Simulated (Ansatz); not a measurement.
C$_{4}$H$_{12}$SSi: geometry relaxation (part 2 of 2)

Continued. System: C$_{4}$H$_{12}$SSi. Method: RKS PBE-D4/STO-3G (Ansatz 0.2.0). It belongs to a series of runs on one base structure; here: start relaxed.

Geometry of the input (Å):
```
C  0.5427  -2.3895  -0.8567
Si 0.7132  -1.1133  0.4932
C  -0.3521  0.4860  0.2208
C  0.0277  1.1713  -1.1230
C  -0.1092  1.4962  1.3515
S  -2.0881  -0.0318  0.2652
H  0.7861  -1.9133  -1.8355
H  1.1704  -3.2023  -0.7143
H  -0.5361  -2.6790  -0.8857
H  2.1520  -0.7152  0.5740
H  0.3807  -1.7269  1.8287
H  1.0197  1.4884  -1.1765
H  -0.7147  2.0821  -1.2717
H  -0.2636  0.5026  -1.9491
H  -0.7403  2.3773  1.2388
H  -0.3309  1.1139  2.3740
H  0.9416  1.8762  1.3991
H  -2.6367  1.1886  0.1190
```

Trajectory as extended XYZ, continued:
```
18
Properties=species:S:1:pos:R:3:forces:R:3 step=2 energy=-22779.82336
C     0.4841   -2.3073   -0.8495   -0.1655   0.3948  -0.1739
Si    0.7534   -1.0603    0.5329   -0.3215   0.1961  -0.1244
C    -0.3622    0.4761    0.2412    0.6285  -0.5837  -0.1821
C    -0.0217    1.1408   -1.1378   -0.7731   0.2469  -0.0783
C    -0.0893    1.4886    1.3899    0.0210   0.3170   0.3552
S    -2.0956   -0.1289    0.2425   -0.1858   0.0533   0.0987
H     0.7289   -1.8662   -1.8319    0.0675  -0.0334   0.0717
H     1.1222   -3.1811   -0.7062    0.1994  -0.4265  -0.0030
H    -0.5673   -2.6427   -0.9072    0.1033   0.0184   0.1528
H     2.1435   -0.6145    0.5881   -0.0765  -0.1120  -0.0135
H     0.3718   -1.6457    1.8136    0.1224  -0.0011  -0.0344
H     1.0209    1.4782   -1.1642    0.4693   0.0446  -0.0726
H    -0.6626    2.0444   -1.3043    0.2094  -0.3625   0.0602
H    -0.2073    0.4367   -1.9782    0.1204   0.1532   0.1642
H    -0.7246    2.3876    1.2748   -0.0408   0.0789   0.0366
H    -0.3014    1.0465    2.3866   -0.0170   0.0327  -0.1565
H     0.9695    1.8285    1.3913   -0.1382  -0.0896  -0.0732
H    -2.5998    1.1307    0.0703   -0.2228   0.0726  -0.0277
18
Properties=species:S:1:pos:R:3:forces:R:3 step=3 energy=-22779.85605
C     0.5034   -2.3310   -0.8596    0.0223  -0.0136   0.0089
Si    0.7484   -1.0688    0.5140   -0.1125   0.0229  -0.0510
C    -0.3586    0.4713    0.2476   -0.0221   0.1049  -0.1383
C    -0.0239    1.1534   -1.1249    0.1612  -0.0843  -0.0382
C    -0.1034    1.5088    1.3910    0.1027   0.0302   0.1298
S    -2.1185   -0.0898    0.2711   -0.1222  -0.1797   0.0173
H     0.7604   -1.9069   -1.8443    0.0195   0.0006  -0.0001
H     1.1316   -3.2270   -0.7055   -0.0408   0.0923   0.0194
H    -0.5473   -2.6600   -0.9045   -0.0304  -0.0175  -0.0008
H     2.1395   -0.6445    0.5587    0.0324   0.0426  -0.0112
H     0.4064   -1.6613    1.7970    0.0071  -0.0370   0.0546
H     1.0370    1.4781   -1.1565   -0.0622  -0.0485  -0.0020
H    -0.6499    2.0516   -1.2818   -0.0726   0.0439   0.0010
H    -0.2012    0.4590   -1.9697    0.0101   0.0478   0.0287
H    -0.7368    2.4113    1.2653    0.0168  -0.0773  -0.0275
H    -0.3242    1.0699    2.3832   -0.0055   0.0291  -0.0099
H     0.9551    1.8371    1.3864   -0.0140   0.0183   0.0246
H    -2.6556    1.1602    0.0843    0.1102   0.0251  -0.0053
18
Properties=species:S:1:pos:R:3:forces:R:3 step=4 energy=-22779.86055
C     0.4980   -2.3258   -0.8592   -0.0012  -0.0070   0.0050
Si    0.7432   -1.0653    0.5138    0.0013   0.0251  -0.0166
C    -0.3603    0.4730    0.2449    0.0434  -0.0454  -0.0179
C    -0.0222    1.1522   -1.1279    0.0301  -0.0147   0.0150
C    -0.1011    1.5065    1.3944    0.0074   0.0217   0.0275
S    -2.1172   -0.1040    0.2711   -0.0212   0.0327  -0.0087
H     0.7632   -1.9049   -1.8431    0.0043  -0.0027   0.0065
H     1.1238   -3.2201   -0.6971   -0.0164   0.0285   0.0074
H    -0.5536   -2.6535   -0.9075   -0.0057  -0.0069  -0.0091
H     2.1337   -0.6342    0.5522    0.0114   0.0093  -0.0076
H     0.4108   -1.6612    1.8000    0.0024  -0.0083   0.0102
H     1.0387    1.4724   -1.1603   -0.0279  -0.0181   0.0085
H    -0.6497    2.0512   -1.2838   -0.0183   0.0194  -0.0035
H    -0.2019    0.4600   -1.9721   -0.0001   0.0016  -0.0016
H    -0.7352    2.4065    1.2656    0.0015  -0.0153  -0.0086
H    -0.3264    1.0691    2.3857   -0.0051  -0.0018  -0.0047
H     0.9564    1.8371    1.3943   -0.0029  -0.0024   0.0003
H    -2.6379    1.1522    0.0809   -0.0029  -0.0156  -0.0022
18
Properties=species:S:1:pos:R:3:forces:R:3 step=5 energy=-22779.86140
C     0.4917   -2.3309   -0.8538    0.0066   0.0061  -0.0071
Si    0.7514   -1.0613    0.5073   -0.0225  -0.0051   0.0068
C    -0.3591    0.4707    0.2436    0.0027   0.0089  -0.0035
C    -0.0213    1.1580   -1.1250   -0.0024  -0.0072   0.0088
C    -0.1047    1.5011    1.3982    0.0013   0.0023   0.0030
S    -2.1181   -0.1029    0.2624    0.0085  -0.0082  -0.0008
H     0.7725   -1.9245   -1.8394    0.0012  -0.0047  -0.0010
H     1.1028   -3.2313   -0.6758    0.0000  -0.0049  -0.0017
H    -0.5640   -2.6445   -0.9089   -0.0027   0.0066   0.0063
H     2.1405   -0.6240    0.5240    0.0077   0.0044  -0.0085
H     0.4397   -1.6526    1.8016    0.0020   0.0040  -0.0017
H     1.0382    1.4802   -1.1544    0.0017  -0.0045   0.0032
H    -0.6515    2.0566   -1.2758   -0.0020   0.0061  -0.0029
H    -0.1990    0.4709   -1.9739    0.0009  -0.0031   0.0022
H    -0.7412    2.3991    1.2694    0.0004  -0.0002  -0.0024
H    -0.3323    1.0598    2.3872   -0.0036  -0.0027  -0.0024
H     0.9518    1.8341    1.4019    0.0017   0.0008   0.0028
H    -2.6350    1.1529    0.0633   -0.0015   0.0012  -0.0010
18
Properties=species:S:1:pos:R:3:forces:R:3 step=6 energy=-22779.86161
C     0.4906   -2.3321   -0.8531    0.0009   0.0010  -0.0002
Si    0.7540   -1.0595    0.5045    0.0096   0.0073  -0.0018
C    -0.3587    0.4715    0.2435   -0.0026  -0.0076  -0.0029
C    -0.0210    1.1599   -1.1240    0.0024   0.0004  -0.0001
C    -0.1069    1.5005    1.3996   -0.0009  -0.0014   0.0009
S    -2.1163   -0.1068    0.2601    0.0054   0.0029   0.0007
H     0.7834   -1.9352   -1.8391   -0.0025   0.0027   0.0050
H     1.0886   -3.2396   -0.6663   -0.0013  -0.0002   0.0017
H    -0.5686   -2.6320   -0.9131   -0.0099  -0.0027  -0.0031
H     2.1427   -0.6198    0.5100    0.0030   0.0031   0.0007
H     0.4519   -1.6474    1.8025   -0.0012   0.0000  -0.0037
H     1.0390    1.4808   -1.1527    0.0007  -0.0020   0.0003
H    -0.6500    2.0596   -1.2742   -0.0011   0.0001  -0.0014
H    -0.1991    0.4735   -1.9733    0.0010  -0.0008   0.0012
H    -0.7411    2.3997    1.2686   -0.0010  -0.0003  -0.0003
H    -0.3399    1.0582    2.3868   -0.0017   0.0004   0.0026
H     0.9503    1.8316    1.4084    0.0008  -0.0003   0.0013
H    -2.6364    1.1481    0.0635   -0.0014  -0.0026  -0.0007
```

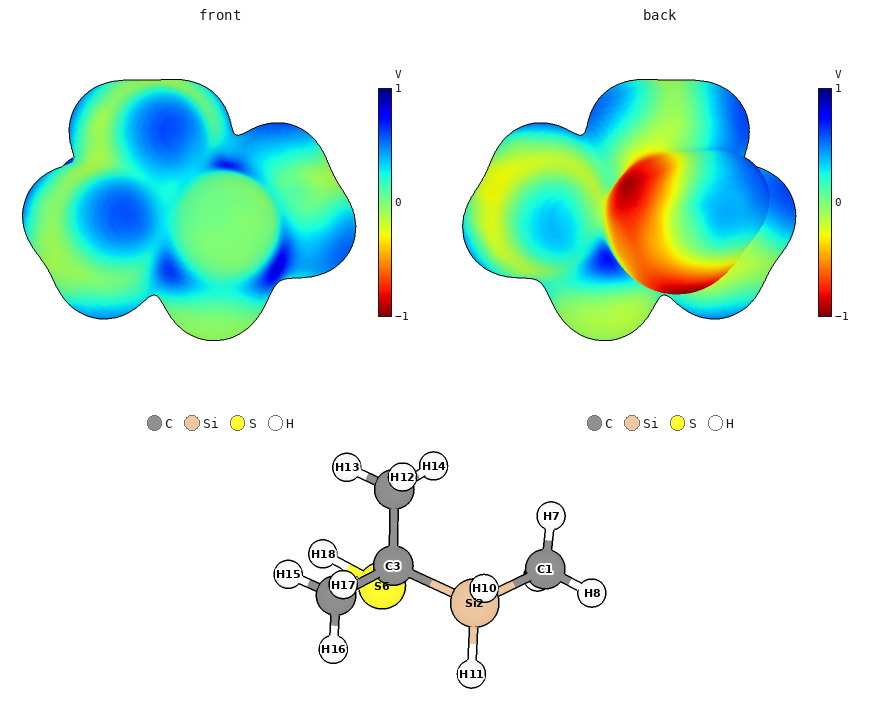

Figure 1. The molecular electrostatic potential painted on the density surface at 0.002 e/bohr³, seen at a tilt and from behind; red is negative and blue positive. The bare structure is drawn below in the same view. A positive charge is drawn to the negative regions and a negative charge to the positive ones.

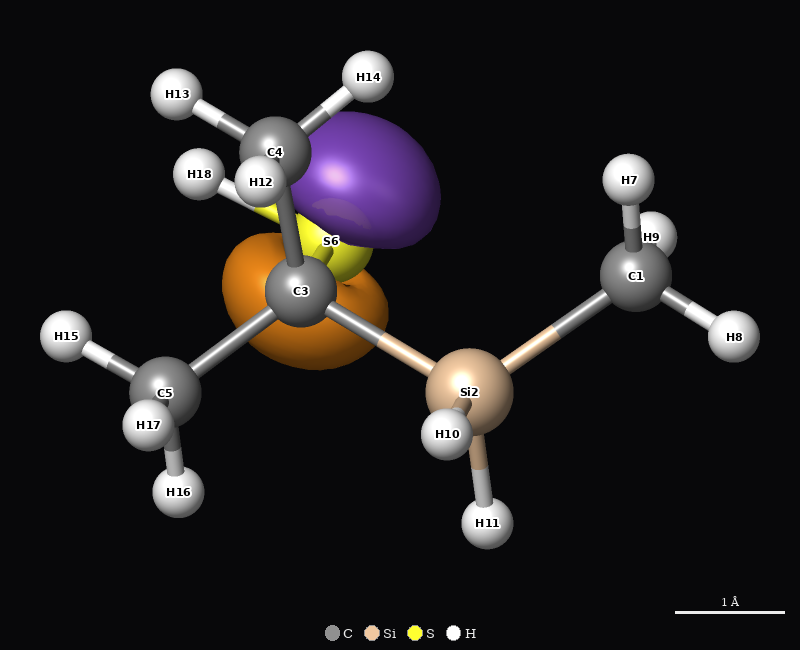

Figure 2. One frontier orbital at ±0.3 Å⁻³ᐟ² (orange and purple are the two phases), seen face on. The HOMO, at −1.71 eV.

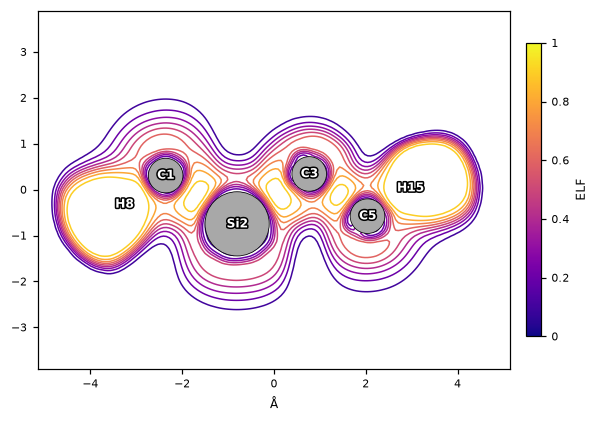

Figure 3. ELF on the plane of atoms Si2, C3 and C5. Grey discs, where drawn, cover atomic cores. Atoms in the plane: C, Si and H. C–C (1.57 Å): the ELF peaks at about 0.95 between the atoms, which marks localised, shared-pair bonding.

Key numbers:

```json
{"quantity": "outcome", "value": "converged"}
{"quantity": "total energy", "value": "−22779.8616 eV"}
{"quantity": "mean-field energy", "value": "−22779.3752 eV"}
{"quantity": "largest force (length of the vector) at the end", "value": "0.012 eV/Å"}
{"quantity": "wall time", "value": "17 s"}
{"quantity": "peak memory", "value": "0.14 GiB"}
```
